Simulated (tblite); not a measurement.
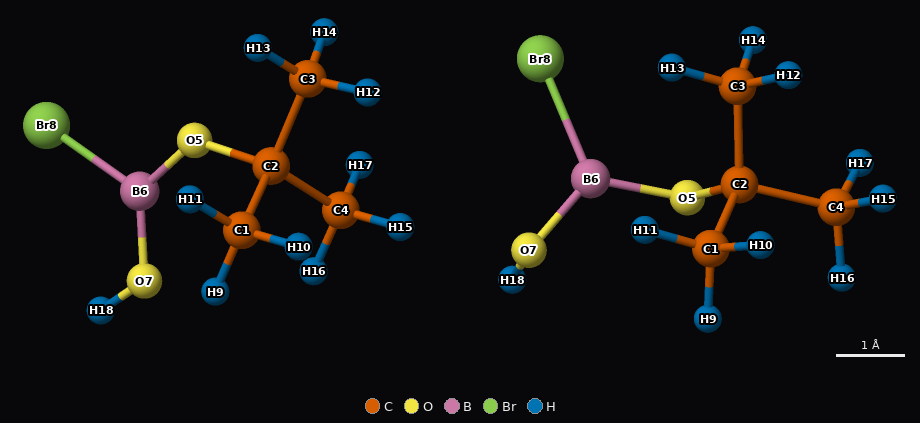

Two geometries of C4H10BBrO2, drawn at one scale. One is the start of a relaxation, the other its converged end. The picture is a ball-and-stick view, seen at a tilt.

Method: GFN2-xTB geometry optimisation, gas phase (tblite). 

> Which one is relaxed?

The left one is the relaxed one. The largest move after the best rigid fit is that of O7, 1.43 Å. Largest moves by element: O 1.43 Å, Br 1.25 Å, H 1.07 Å, C 0.60 Å, B 0.33 Å. Among the contacts that change: O5–B6 1.484 → 1.323 Å, B6–O7 1.463 → 1.347 Å, B6–Br8 2.013 → 1.916 Å, O7–H18 0.995 → 0.957 Å. Bond angles that change, for instance: C2–O5–B6 113.3° → 129.3°, B6–O7–H18 104.6° → 118.7°, O5–B6–Br8 119.9° → 113.7°. Groups turn about C2–O5 by about 120°, B6–O7 by about 90°, O5–B6 by about 85°. After 168 geometry steps the energy has fallen by 165.2 kJ/mol. The run took 2.1 s on 1 thread of Arm Neoverse N1, on a shared host.
